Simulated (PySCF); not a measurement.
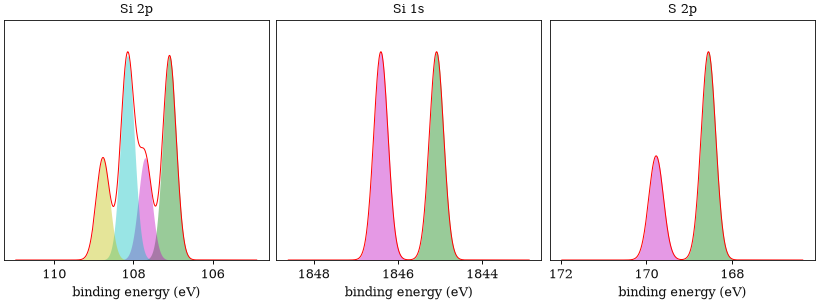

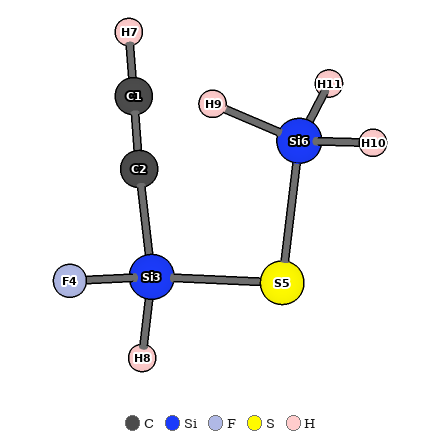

Simulated XPS of C₂H₅FSSi₂, SMILES C#C[Si@H](F)S[SiH3]. Vertical core-electron binding energies by ΔSCF (PBE0, pcX-2 on the ionised atom, pcseg-1 elsewhere, spin-free X2C; PySCF, at a PBE0-D3(BJ)/def2-SVP geometry (no frequency check)), gas phase, against the vacuum level. One atom of each kind was ionised; within a panel, areas follow the number of like atoms and 2j + 1 (2p levels are split by first-order spin-orbit coupling, an approximation), each panel is scaled alone, Gaussians of 0.4 eV full width. Only the regions named are shown.

Q: Assign the components.

A:
```csv
level,atoms,binding energy (eV)
Si 2p1/2,Si3,108.8
Si 2p3/2,Si3,108.1
Si 2p1/2,Si6,107.7
Si 2p3/2,Si6,107.1
Si 1s,Si3,1846.4
Si 1s,Si6,1845.1
S 2p1/2,S5,169.8
S 2p3/2,S5,168.6
```

Q: How large is the chemical shift across the Si 2p region?

A: 1.1 eV, from Si6 at 107.1 eV to Si3 at 108.1 eV.

Note: one conformer of a flexible molecule.
